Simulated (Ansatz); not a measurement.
GaN2H5ClF: geometry relaxation (part 2 of 2)

GaN2H5ClF; RKS B3LYP/def2-SVP (Ansatz 0.2.0). The input holds or restrains some coordinates. It belongs to a series of runs on one base structure; here: pulled along the bonds that form and break, towards end A.

Geometry of the input (Å):
```
Ga 0.0000  0.0000  0.0000
N  0.0000  0.0000  2.2800
H  -0.8770  -0.2713  2.8100
H  0.8770  0.2713  2.8100
Cl 1.9398  0.0000  -1.1200
N  -1.6714  0.0000  -0.9650
H  -2.3403  -0.8164  -0.8664
H  -1.9204  0.8164  -1.5936
F  0.4207  -1.8508  0.6306
H  0.2839  -1.2489  1.7609
```

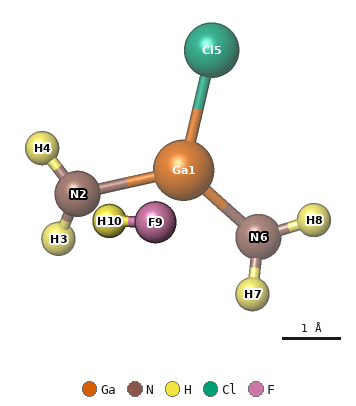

The geometry at step 9 of the log (ball-and-stick view, seen at a tilt; atoms are numbered from 1 in the order of the input).

### Trajectory as extended XYZ, continued
```
10
Properties=species:S:1:pos:R:3:forces:R:3 step=3 energy=-70667.16982
Ga   -0.0727    0.2785    0.0980   -0.0672  -1.7716   0.7861
N    -0.0618    0.2522    2.1839    0.3099  -1.3874  -0.0341
H    -0.8337   -0.2314    2.7742    1.4005   1.2868  -1.5183
H     0.8304    0.2748    2.7802   -1.5643   0.1275  -1.3552
Cl    1.8988    0.0259   -1.0891   -1.3041   0.7551   0.9993
N    -1.6503    0.0141   -0.9482    0.8056   0.5116   0.5645
H    -2.3153   -0.7823   -0.8664    0.6885   1.0440   0.0457
H    -1.9217    0.7875   -1.5781   -0.0440  -0.8690   0.4222
F     0.4732   -2.1284    0.8097   -0.2302  -0.0822  -0.0859
H     0.3653   -1.5906    1.5822    0.0052   0.3853   0.1757
10
Properties=species:S:1:pos:R:3:forces:R:3 step=4 energy=-70667.57299
Ga   -0.1127    0.3520    0.1656    0.1461  -1.5788   0.1698
N    -0.0807    0.3386    2.1176    0.2454  -1.0486  -0.2400
H    -0.7964   -0.1694    2.6860    0.2504   0.7729  -0.9218
H     0.7814    0.2934    2.6984   -0.4341   0.3233  -0.8963
Cl    1.8237    0.0840   -1.0224   -1.0372   0.7104   0.9104
N    -1.6232    0.0416   -0.9166    0.7470   0.5118   0.6452
H    -2.2806   -0.7390   -0.8445    0.2650   0.4227   0.1961
H    -1.9125    0.7697   -1.5672   -0.0431  -0.2900   0.0374
F     0.5054   -2.3135    0.8602    0.0042  -1.0716  -1.2956
H     0.4080   -1.7571    1.5695   -0.1436   1.2480   1.3948
10
Properties=species:S:1:pos:R:3:forces:R:3 step=5 energy=-70668.11429
Ga   -0.1158    0.2439    0.1435    0.3747  -0.4857   0.5841
N    -0.0687    0.3044    2.0402   -0.1879  -0.9507  -0.2842
H    -0.8453   -0.0496    2.6288    0.3628   0.4812  -0.6529
H     0.7771    0.3228    2.6170   -0.0746   0.1634  -0.4321
Cl    1.8100    0.2549   -0.9303   -0.4336   0.3260   0.4235
N    -1.6216    0.0644   -0.8711    0.0323   0.2072   0.1680
H    -2.3061   -0.6796   -0.7697    0.0440   0.1828   0.0813
H    -1.8738    0.7547   -1.5738    0.0482  -0.2354   0.0093
F     0.4754   -2.4872    0.8978   -0.1074   0.1528   0.0260
H     0.4811   -1.8285    1.5640   -0.0585   0.1585   0.0769
10
Properties=species:S:1:pos:R:3:forces:R:3 step=6 energy=-70668.25284
Ga   -0.1169    0.2457    0.1661    0.2945  -0.2981   0.7325
N    -0.0241    0.2711    2.0580   -0.3808  -0.8609  -0.4770
H    -0.8207    0.0317    2.6723    0.4379   0.3365  -0.5895
H     0.8289    0.3418    2.6146   -0.0694   0.1073  -0.3472
Cl    1.7889    0.4188   -0.8889   -0.2327   0.2227   0.2589
N    -1.6295    0.0591   -0.8255   -0.1131   0.5961  -0.3757
H    -2.3128   -0.6815   -0.7101    0.0014   0.0911   0.0651
H    -1.7809    0.6142   -1.6816    0.1814  -0.5655   0.5615
F     0.3727   -2.5297    0.8387   -0.0740   0.1540  -0.0462
H     0.4068   -1.8709    1.5029   -0.0452   0.2169   0.2176
10
Properties=species:S:1:pos:R:3:forces:R:3 step=7 energy=-70668.34015
Ga   -0.1217    0.2405    0.1454    0.3780  -0.3017   1.1253
N     0.0059    0.1727    2.0319   -0.5554  -0.6476  -0.0866
H    -0.8183    0.1021    2.6626    0.7133   0.1991  -0.7401
H     0.8517    0.3577    2.5784   -0.2255   0.0819  -0.4101
Cl    1.7739    0.5876   -0.8620   -0.1613   0.1122   0.0846
N    -1.6760    0.1209   -0.7792   -0.0266   1.0571  -2.0802
H    -2.3618   -0.6125   -0.6451   -0.0357  -0.0457   0.0535
H    -1.6876    0.4825   -1.7914    0.0424  -0.9151   2.0556
F     0.3404   -2.5452    0.8147    0.0177   0.3786   0.4206
H     0.4058   -2.0060    1.5911   -0.1469   0.0812  -0.4225
10
Properties=species:S:1:pos:R:3:forces:R:3 step=8 energy=-70668.52953
Ga   -0.0923    0.2092    0.1650    0.0690  -0.0505   0.9719
N     0.0240    0.0791    2.0514   -0.1198  -0.4979  -0.6460
H    -0.8013    0.1908    2.6502    0.2851   0.0328  -0.3277
H     0.8570    0.4398    2.5180   -0.1514   0.0070  -0.1535
Cl    1.7495    0.7826   -0.8265   -0.0556  -0.0193   0.0442
N    -1.6366    0.1170   -0.7835    0.0296   0.2038  -0.5687
H    -2.3832   -0.5304   -0.5449    0.0530   0.0638  -0.0409
H    -1.6012    0.3089   -1.7958   -0.0473  -0.2644   0.6478
F     0.2729   -2.6039    0.7665   -0.0078   0.0274  -0.1991
H     0.3235   -2.0928    1.5462   -0.0547   0.4972   0.2721
10
Properties=species:S:1:pos:R:3:forces:R:3 step=9 energy=-70668.56946
Ga   -0.0931    0.2251    0.1860    0.1185  -0.1628   0.8900
N     0.0260    0.0221    2.0723   -0.0373  -0.3885  -0.9985
H    -0.8111    0.2285    2.6156    0.0478   0.0188  -0.0193
H     0.8350    0.4722    2.4964   -0.0352   0.0202   0.0084
Cl    1.7462    0.8234   -0.7916   -0.0283  -0.0311   0.0192
N    -1.6239    0.1414   -0.7824   -0.0163   0.0260  -0.1169
H    -2.4227   -0.3979   -0.4581    0.0587   0.0314  -0.0494
H    -1.5449    0.1170   -1.7985   -0.0619  -0.0419   0.1674
F     0.2870   -2.5993    0.7008   -0.0065  -0.0195  -0.2891
H     0.3138   -2.1321    1.5061   -0.0395   0.5473   0.3882
10
Properties=species:S:1:pos:R:3:forces:R:3 step=10 energy=-70668.57317
Ga   -0.0874    0.2182    0.1740    0.0278  -0.2042   0.9016
N     0.0016    0.0053    2.0621    0.0547  -0.3008  -0.9673
H    -0.8528    0.2027    2.5806   -0.0038  -0.0009  -0.0051
H     0.7800    0.4930    2.5029   -0.0046  -0.0017  -0.0017
Cl    1.7763    0.7484   -0.7861   -0.0011  -0.0103  -0.0079
N    -1.6336    0.1934   -0.7811    0.0261  -0.0212  -0.0138
H    -2.4437   -0.2978   -0.4132    0.0017   0.0047   0.0091
H    -1.5724    0.0679   -1.7880   -0.0049   0.0099   0.0051
F     0.3491   -2.5972    0.6947   -0.0079  -0.0337  -0.3206
H     0.3953   -2.1336    1.5006   -0.0880   0.5582   0.4006
10
Properties=species:S:1:pos:R:3:forces:R:3 step=11 energy=-70668.48541 accepted=F
Ga   -0.0856    0.2234    0.1663    0.1590  -0.2826   0.8582
N    -0.0034    0.0009    2.0536   -0.1290  -0.3135  -0.9142
H    -0.8647    0.1912    2.5628   -0.0201   0.0570   0.0126
H     0.7616    0.5022    2.5027    0.0361  -0.0639  -0.0048
Cl    1.7900    0.6960   -0.7986   -0.0306   0.0385  -0.0112
N    -1.6422    0.2214   -0.7763    0.0264  -0.0909  -0.1134
H    -2.4564   -0.2432   -0.3830   -0.0109   0.0193   0.0157
H    -1.5960    0.0468   -1.7795    0.0124   0.0489   0.1096
F     0.5390   -2.5663    0.6672   -0.7806   0.9677   1.9079
H     0.2698   -2.1721    1.5312    0.7374  -0.3803  -1.8604
10
Properties=species:S:1:pos:R:3:forces:R:3 step=12 energy=-70668.56605 accepted=F
Ga   -0.0871    0.2227    0.1730    0.1088  -0.2457   0.8642
N     0.0022    0.0045    2.0600   -0.0506  -0.3050  -0.9306
H    -0.8545    0.1986    2.5759   -0.0044   0.0320   0.0012
H     0.7757    0.4985    2.5029    0.0071  -0.0390  -0.0068
Cl    1.7793    0.7273   -0.7949   -0.0131   0.0161  -0.0051
N    -1.6358    0.2009   -0.7789    0.0078  -0.0417   0.0009
H    -2.4479   -0.2803   -0.4018    0.0003   0.0165   0.0020
H    -1.5803    0.0621   -1.7844    0.0039   0.0137   0.0086
F     0.4416   -2.5806    0.6791   -0.1607   0.3442   0.4389
H     0.3191   -2.1534    1.5156    0.1009   0.2088  -0.3732
10
Properties=species:S:1:pos:R:3:forces:R:3 step=13 energy=-70668.57632
Ga   -0.0879    0.2198    0.1771    0.0630  -0.2187   0.8594
N    -0.0037    0.0053    2.0643    0.0206  -0.3115  -0.9553
H    -0.8553    0.2189    2.5810    0.0019   0.0058  -0.0015
H     0.7829    0.4793    2.5055   -0.0025  -0.0060   0.0011
Cl    1.7727    0.7402   -0.7943   -0.0022  -0.0003   0.0035
N    -1.6323    0.1906   -0.7796    0.0077  -0.0194   0.0013
H    -2.4453   -0.2943   -0.4101   -0.0010   0.0074   0.0007
H    -1.5733    0.0683   -1.7868   -0.0020   0.0065   0.0068
F     0.3942   -2.5895    0.6853   -0.0302   0.0860  -0.1043
H     0.3602   -2.1385    1.5041   -0.0552   0.4501   0.1882
10
Properties=species:S:1:pos:R:3:forces:R:3 step=14 energy=-70668.57514
Ga   -0.0859    0.2213    0.1747    0.0506  -0.2374   0.8762
N    -0.0059    0.0031    2.0620    0.0290  -0.2973  -0.9516
H    -0.8586    0.2198    2.5757    0.0027   0.0016   0.0000
H     0.7802    0.4745    2.5064   -0.0010   0.0020   0.0006
Cl    1.7761    0.7400   -0.7938    0.0003   0.0015  -0.0018
N    -1.6301    0.1850   -0.7798    0.0078   0.0003   0.0013
H    -2.4488   -0.2869   -0.4065    0.0048   0.0027  -0.0037
H    -1.5786    0.0712   -1.7881   -0.0042   0.0009   0.0048
F     0.3927   -2.5875    0.6899   -0.0137  -0.0370  -0.3120
H     0.3712   -2.1401    1.5061   -0.0765   0.5626   0.3862
```

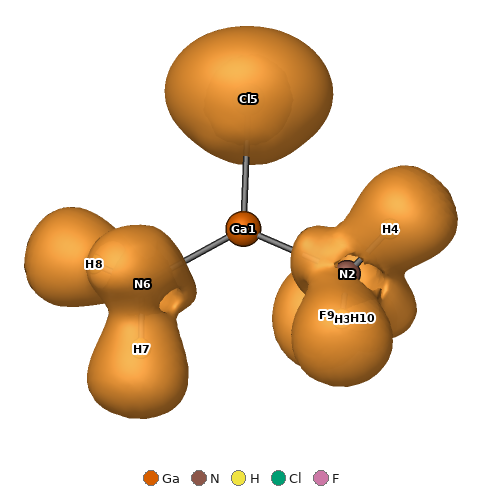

Isosurface of the electron localisation function at 0.75 (orange), seen face on. Only the valence region is drawn (cores and ρ < 0.01 e/Å³ removed). Values along the shortest contacts: Ga1···F9 (2.90 Å): the ELF is only about 0.05 between them. Ga–N (1.82 Å): the ELF peaks at about 0.85 in the valence shell of N, 0.6 Å from its nucleus, and is about 0.35 at the midpoint.

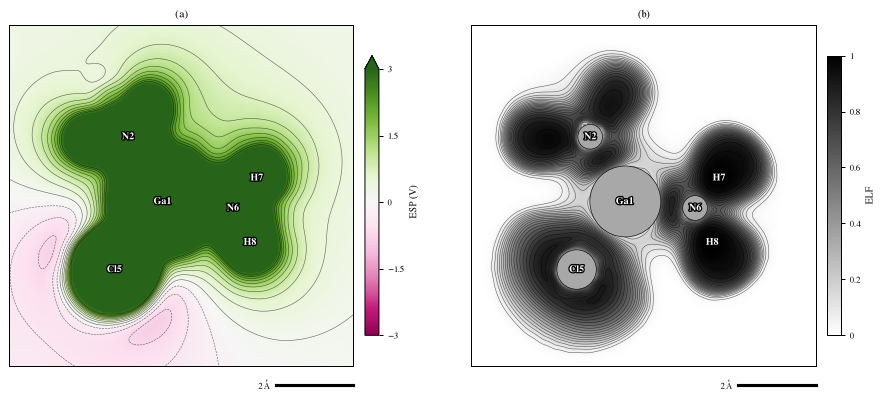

(a) electrostatic potential; (b) electron localisation function on the plane of atoms N2, Ga1 and Cl5. Grey discs, where drawn, cover atomic cores. Atoms in the plane: Ga, N, Cl and H. Ga–N (1.82 Å): the ELF peaks at about 0.85 in the valence shell of N, 0.6 Å from its nucleus, and is about 0.35 at the midpoint. Ga–Cl (2.16 Å): the ELF peaks at about 0.85 in the valence shell of Cl, 0.8 Å from its nucleus, and is about 0.55 at the midpoint. Ga–N (1.90 Å): the ELF peaks at about 0.90 in the valence shell of N, 0.6 Å from its nucleus, and is about 0.40 at the midpoint. N–H (1.02 Å): the ELF climbs to about 1 towards the hydrogen, as it does in any bond to H; a covalent bond by its length.
